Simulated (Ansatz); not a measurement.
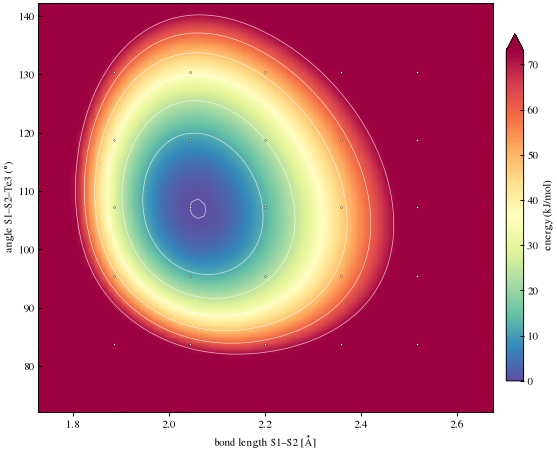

H₂S₂Te, SMILES SS[TeH]. Coordinates scanned: (1) bond length S1–S2; (2) angle S1–S2–Te3. Nothing is relaxed (all other coordinates rigid). The grid has 7 × 7 points. All energies are given in kJ/mol relative to the lowest grid point. The restricted reference is unstable at some or all points, so the energies there are unreliable. Level of theory: Ansatz 0.2.0, RHF-MP2, frozen core/def2-TZVP.

The picture shows a smooth colour map with a few white contour lines, dots at the grid points, one colour for all values above the top of the scale. Between grid points the surface is interpolated.

### Where is the minimum, and how stiff is the well along each coordinate?

The interpolated minimum is at bond length S1–S2 ≈ 2.056 Å, angle S1–S2–Te3 ≈ 107.2°. The curvatures there are about 16 eV/Å² and 5.7 eV/rad², with a cross term of about 1.1 eV/(Å·rad). Round the minimum the two coordinates are weakly coupled (coupling 0.12 in units of the two stiffnesses). (1 eV is 96.5 kJ/mol.)
